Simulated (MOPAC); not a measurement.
# Run report: C$_{2}$H$_{7}$AlO$_{2}$, geometry relaxation (part 5 of 5)

The same run, continued: C$_{2}$H$_{7}$AlO$_{2}$, SMILES C[O][Al]([CH3])[OH]; PM6-D3H4, closed shell, dispersion D3H4 (MOPAC 23.2.5). The atoms were displaced at random from an optimised geometry.

Geometry of the input (Å):
```
C  -1.4196  -0.2786  1.5224
O  -0.2088  0.4047  1.2021
Al 0.7961  0.4455  -0.1633
C  0.4542  -0.5148  -1.7783
O  2.1672  1.4260  0.0001
H  -2.1833  0.4680  1.7447
H  -1.7513  -0.9043  0.6920
H  -1.2653  -0.9259  2.3651
H  -0.5008  -0.2523  -2.2134
H  1.2025  -0.3208  -2.5287
H  0.4145  -1.5874  -1.5917
H  2.3763  1.9577  0.7656
```

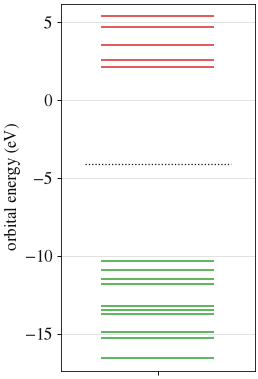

Figure 1. Orbital energies near the frontier; the dotted line parts filled from empty levels, and levels within 0.02 eV of each other stand side by side. Highest filled −10.31 eV, lowest empty 2.14 eV, 12.45 eV apart.

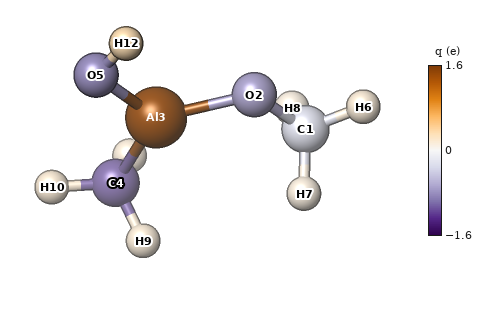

Figure 2. Mulliken charges, as the colour of each atom (ball-and-stick view, seen at a tilt; atoms are numbered from 1 in the order of the input). By element: C −1.07 to −0.27, O −0.82 to −0.73, Al +1.50 and H +0.15 to +0.32 e.

Summary

| quantity | value |
| --- | --- |
| outcome | converged |
| total energy | −35.908708 hartree |
| dispersion energy | −0.001523 hartree |
| heat of formation | −140.18 kcal/mol |
| basis functions | 32 |
| largest force | 0.000 eV/Å |
| HOMO | −10.31 eV |
| LUMO | 2.14 eV |
| dipole moment | 2.41 D |
| peak memory | 0.073 GiB |

Notes

MOPAC's energies along a path are heats of formation.
